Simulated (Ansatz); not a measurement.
The relaxed structure here is a generated cell of InP: the first start was made by placing the elements on the sites of a structure type, and the end was not matched to a known phase here, so it may be hypothetical. Known forms of InP include space group No. 216.

One stationary structure of InP. Calculation: r2SCAN (plane waves to 500 eV, PAW, scalar-relativistic; Ansatz, an electronic-structure program).

R-3m, hexagonal axes (No. 166), hR4; a = 4.1565 Å, b = 4.1565 Å, c = 20.8101 Å, α = 90.00°, β = 90.00°, γ = 120.00°.

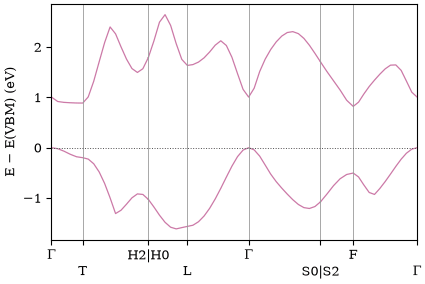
Highest filled and lowest empty band along the path of this cell's Brillouin zone

Task: Read off the gap and say whether it is direct.

Result: 0.82 eV, indirect (valence top at Γ, conduction bottom at F) (no spin-orbit coupling).

Task: How far does the top valence band disperse along this path?

Result: About 1.6 eV.

No spin polarisation in the result.

The run could not lose the symmetry of its start: the end is stationary, and may be a saddle point rather than a minimum.

It was reached from a disturbed copy of a F-43m (No. 216) cell (zinc blende type), against which it lies +128 meV/atom.
